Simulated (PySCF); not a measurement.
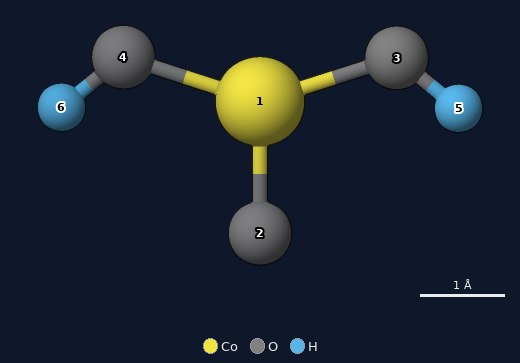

The structure as given in the input (ball-and-stick view, seen on its broad side; atoms are numbered from 1 in the order of the input). Sticks mark near contacts. Bond lengths as drawn: Co–O 1.58 to 1.73 Å and H–O 0.96 Å.

Frequency calculation of CoH2O3

CoH2O3, multiplicity 4, computed with UKS-based PBE0, Co def2-TZVP, O def2-TZVP, H def2-TZVP; non-relativistic Hamiltonian; density fitting (PySCF 2.14.0).

**Input file**
```python
from pyscf import gto, scf, dft
mol = gto.M(atom='''
Co    -0.076923     0.014275    -0.018758
O      1.434530    -0.266209     0.349814
O     -0.254333     1.718074    -0.252425
O     -0.906127    -1.502725    -0.030556
H      0.470060     2.340823    -0.162064
H     -0.477101    -2.339517     0.160347''',
    basis={'Co': 'def2-TZVP', 'O': 'def2-TZVP', 'H': 'def2-TZVP'},
    charge=0, spin=3)
mf = dft.UKS(mol, xc='PBE0')
mf.grids.atom_grid = (75, 302)
aux = {'Co': 'def2-universal-JKFIT', 'O': 'def2-universal-JKFIT', 'H': 'def2-universal-JKFIT'}
mf = mf.density_fit(auxbasis=aux)
mf.conv_tol = 1e-09
mf.diis_space = 10
mf.max_cycle = 60
mf.verbose = 4
mf.kernel()
```

The script is an equivalent of the set-up of the self-consistent field. The run itself was carried out by a driver, which started from the orbitals of the step before it where there was one and computed the further properties.

Hardware: 4 threads of Arm Neoverse V1, 24 GiB of memory available, shared host.

Launch command:
```bash
OMP_NUM_THREADS=4 python axn.py task.json out
```

**Log**
```
init E= -1609.24137761593
  alpha nocc = 28  HOMO = -0.329758331201893  LUMO = -0.102252940731794
  beta  nocc = 25  HOMO = -0.329304278868164  LUMO = -0.129333983322059
  HOMO = -0.329304278868  LUMO = -0.129333983322  gap/eV = 5.44147
cycle= 1 E= -1609.24137761339  delta_E= 2.54e-09  |g|= 0.000108  |ddm|= 3.65e-05
  alpha nocc = 28  HOMO = -0.329756130299294  LUMO = -0.102224280074067
  beta  nocc = 25  HOMO = -0.329270548821745  LUMO = -0.129312528293014
  HOMO = -0.329270548822  LUMO = -0.129312528293  gap/eV = 5.44113
cycle= 2 E= -1609.24137752123  delta_E= 9.22e-08  |g|= 0.000644  |ddm|= 0.000214
  alpha nocc = 28  HOMO = -0.329757919057347  LUMO = -0.102248545717816
  beta  nocc = 25  HOMO = -0.329299095506061  LUMO = -0.129329987133606
  HOMO = -0.329299095506  LUMO = -0.129329987134  gap/eV = 5.44144
cycle= 3 E= -1609.24137761595  delta_E= -9.47e-08  |g|= 1.6e-05  |ddm|= 0.000186
  alpha nocc = 28  HOMO = -0.329758349527503  LUMO = -0.102248837934843
  beta  nocc = 25  HOMO = -0.329299504056767  LUMO = -0.129331003884253
  HOMO = -0.329299504057  LUMO = -0.129331003884  gap/eV = 5.44142
cycle= 4 E= -1609.24137761605  delta_E= -1.03e-10  |g|= 1.68e-06  |ddm|= 7.97e-06
  alpha nocc = 28  HOMO = -0.329758216925554  LUMO = -0.102248620664768
  beta  nocc = 25  HOMO = -0.329299379247553  LUMO = -0.129330876656804
  HOMO = -0.329299379248  LUMO = -0.129330876657  gap/eV = 5.44142
cycle= 5 E= -1609.24137761605  delta_E= -2.5e-12  |g|= 1.83e-06  |ddm|= 2.71e-06
  alpha nocc = 28  HOMO = -0.329758478184432  LUMO = -0.102248402206517
  beta  nocc = 25  HOMO = -0.329299158296823  LUMO = -0.129330944706971
  HOMO = -0.329299158297  LUMO = -0.129330944707  gap/eV = 5.44141
Extra cycle  E= -1609.24137761605  delta_E= 4.77e-12  |g|= 7.56e-06  |ddm|= 4.07e-06
converged SCF energy = -1609.24137761605  <S^2> = 3.7893633  2S+1 = 4.0196335
```

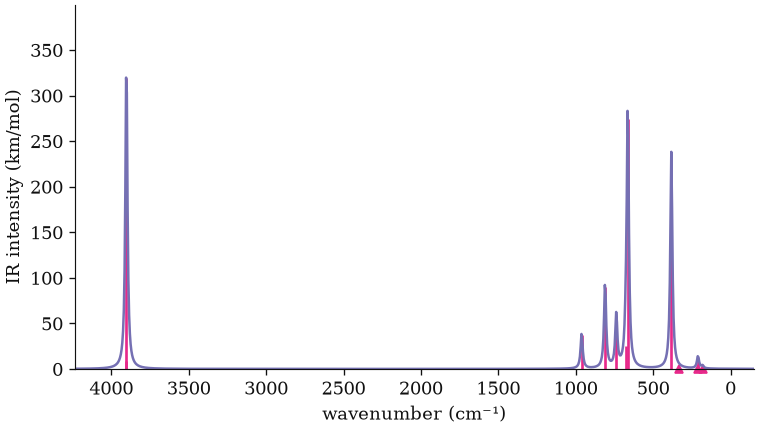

Harmonic infrared spectrum, unscaled: sticks (degenerate modes added up, dark ones marked on the axis) with a Lorentzian envelope of 16 cm⁻¹ full width, scaled to the tallest stick. 12 modes from 181 to 3906 cm⁻¹, none imaginary. The strongest line is at 3902 cm⁻¹ (320 km/mol). All modes, in cm⁻¹ (km/mol): 181 (2.9), 209 (1.5), 211 (11.7), 330 (0.0), 383 (228), 664 (275), 676 (25), 738 (56), 810 (90), 962 (37), 3902 (320), 3906 (8.5).

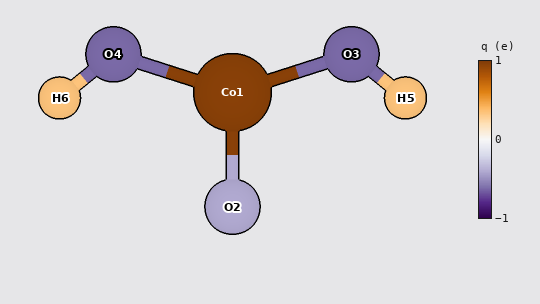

Mulliken charges, as the colour of each atom (ball-and-stick view, seen on its broad side; atoms are numbered from 1 in the order of the input; Mulliken charges depend strongly on the basis). By element: Co +0.95, O −0.62 to −0.40 and H +0.34 e.

**Results in brief**

- outcome: converged
- total energy: −1609.241378 hartree
- ⟨S²⟩: 3.789
- zero-point energy: 0.029552 hartree
- dipole moment: 0.31 D
- wavenumbers, lowest and highest: 181 and 3906 cm⁻¹
- wall time: 2.7 min (CPU time 8.9 min)
- peak memory: 2 GiB
